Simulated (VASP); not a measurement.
Band structure of Ta (bcc). Computed with r2SCAN meta-GGA, VASP's PBE PAW potentials (set 64) (plane waves; VASP).

Unless said otherwise, spin-orbit coupling is left out, though it shifts the bands of the heavy elements here.

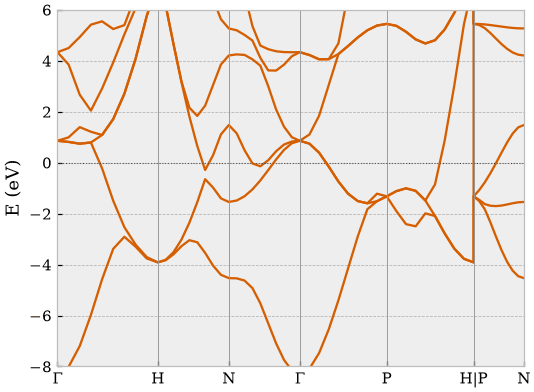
Figure. Bands along high-symmetry lines, zero at the valence-band maximum or, without a gap, the Fermi level

**Question.** Read the plot: is there a gap, and where are the band edges?

**Answer.** It has no gap at this level: it comes out as a metal or semimetal.

The compound is Ta in the bcc structure. It was relaxed first.
